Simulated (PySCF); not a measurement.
**Excited-state calculation, with input and output: B$_{2}$NH$_{4}$F**

The run: excited-state calculation of B$_{2}$NH$_{4}$F. Method and program: TDDFT PBE0/def2-TZVP, vertical, gas phase, core orbitals frozen in the response (PySCF 2.14.0).

The geometry comes from this level: PBE0-D3(BJ)/def2-SVP.

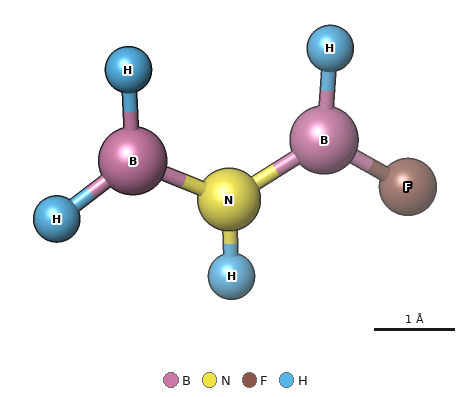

The input geometry (ball-and-stick view, seen at a tilt). Bond lengths as drawn: B–F 1.33 Å, B–H 1.20 to 1.21 Å, B–N 1.41 to 1.42 Å and H–N 1.02 Å.

**Results in brief**

- outcome: converged
- total energy: −206.666925 hartree
- HOMO: −9.36 eV
- LUMO: −1.01 eV
- dipole moment: 0.93 D
- mean polarisability: 36.35 a.u.
- lowest singlet excitation: 6.52 eV
- hardware: 1 CPU thread, shared host
- wall time: 8.4 s
- peak memory: 0.59 GiB

**The input**
```
{"job": {"kind": "uv", "xc": "PBE0", "basis": "def2-TZVP"}, "charge": 0, "multiplicity": 1}
B      1.185760     0.163855    -0.234063
N      0.036456    -0.643831    -0.393962
B     -1.252836    -0.366037     0.140721
F     -2.231757    -1.239200    -0.070171
H      2.233000    -0.190582    -0.721085
H      1.094323     1.193063     0.389712
H      0.127890    -1.510476    -0.918586
H     -1.476004     0.633638     0.774538
```

The first line tells a small driver script what to run in PySCF; the rest is the geometry in Å.

Launched with:
```bash
OMP_NUM_THREADS=1 python <driver script> task.json out
```

**Log**
```
coarse grid: 6800 points
cycle   1  E = -206.6237039272  dE =  2.184e-01  |g| = 5.129e-01  |ddm| = 1.979e+00
cycle   2  E = -206.5881602540  dE =  3.554e-02  |g| = 7.296e-01  |ddm| = 6.381e-01
cycle   3  E = -206.6697867835  dE = -8.163e-02  |g| = 4.813e-02  |ddm| = 3.739e-01
cycle   4  E = -206.6701827855  dE = -3.960e-04  |g| = 2.442e-02  |ddm| = 4.390e-02
cycle   5  E = -206.6702905561  dE = -1.078e-04  |g| = 8.741e-03  |ddm| = 1.643e-02
cycle   6  E = -206.6703066124  dE = -1.606e-05  |g| = 1.197e-03  |ddm| = 4.822e-03
cycle   7  E = -206.6703069440  dE = -3.316e-07  |g| = 3.001e-04  |ddm| = 1.006e-03
final grid: 66504 points
cycle   8  E = -206.6669173399  dE = -7.282e-05  |g| = 6.292e-03  |ddm| = 5.047e-02
cycle   9  E = -206.6669115025  dE =  5.837e-06  |g| = 8.263e-03  |ddm| = 7.136e-03
cycle  10  E = -206.6669247970  dE = -1.329e-05  |g| = 6.941e-04  |ddm| = 4.021e-03
cycle  11  E = -206.6669248953  dE = -9.825e-08  |g| = 2.513e-04  |ddm| = 5.293e-04
cycle  12  E = -206.6669249046  dE = -9.328e-09  |g| = 8.548e-05  |ddm| = 1.424e-04
cycle  13  E = -206.6669249059  dE = -1.230e-09  |g| = 1.506e-05  |ddm| = 5.036e-05
cycle  14  E = -206.6669249059  dE = -4.820e-11  |g| = 3.498e-06  |ddm| = 1.255e-05
```

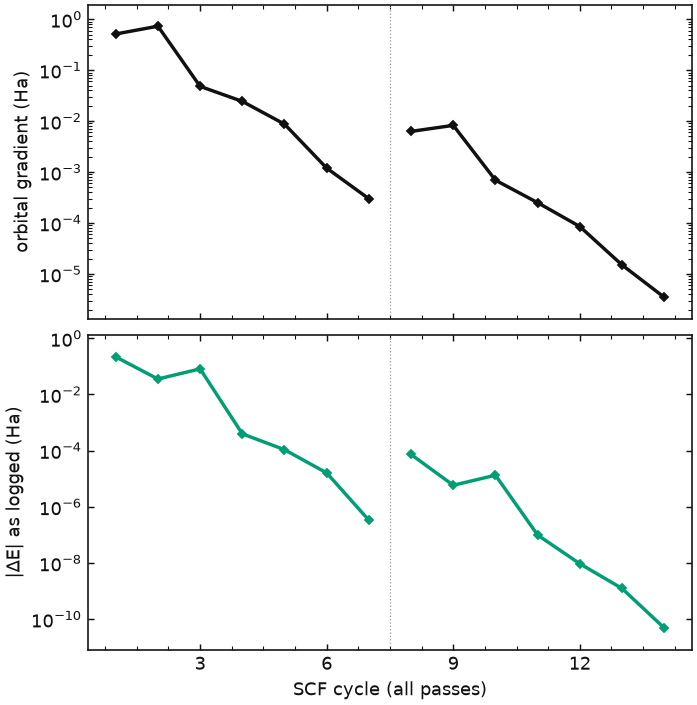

Convergence of the self-consistent field: orbital gradient and size of the energy change against the SCF cycle. The dotted line marks the change from a coarse to the final integration grid. The first 7 cycles use a coarse grid, the final grid takes over at cycle 8, and the field converges after 14 cycles in all.

```
converged SCF energy = -206.6669249059

Static polarisability (au): isotropic 36.349, principal 26.012 36.406 46.628

Singlet excitations
state   eV       nm        f      main configurations
  1   6.5153    190.3   0.00040   H->L 0.98
  2   7.5613    164.0   0.02232   H-2->L 0.91
  3   7.5790    163.6   0.29303   H-1->L 0.94
  4   8.5027    145.8   0.00079   H->L+1 0.73, H-3->L 0.22
  5   8.6306    143.7   0.01018   H-3->L 0.75, H->L+1 0.21
  6   9.0866    136.4   0.03634   H-1->L+2 0.80, H->L+2 0.13
  7   9.1102    136.1   0.01037   H->L+2 0.84, H-1->L+2 0.12
  8   9.1827    135.0   0.02050   H-2->L+1 0.88
  9   9.3762    132.2   0.02234   H-1->L+1 0.93
 10  10.0625    123.2   0.08240   H-2->L+2 0.89

Triplet excitations (Tamm-Dancoff, eV): 5.8438 6.2233 6.9858 7.6147
```

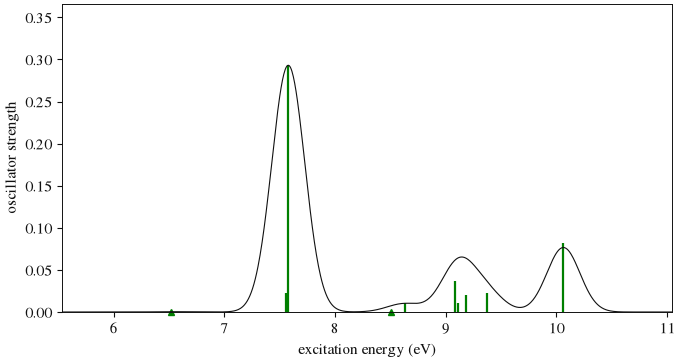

Computed excitations as sticks (degenerate states added up, dark ones marked on the axis), with a Gaussian envelope of 0.35 eV full width at half maximum, scaled to the tallest. Of the 10 states the lowest lies at 6.52 eV (f = 0.000); the strongest line is at 7.58 eV, or 164 nm (f = 0.293).

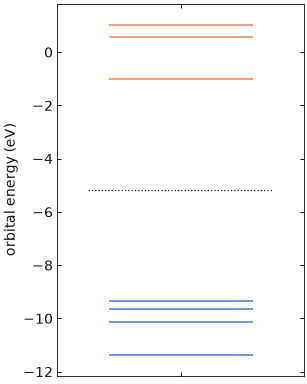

Orbital energies near the frontier; the dotted line parts filled from empty levels, and levels within 0.02 eV of each other stand side by side. Highest filled −9.36 eV, lowest empty −1.01 eV, 8.35 eV apart.
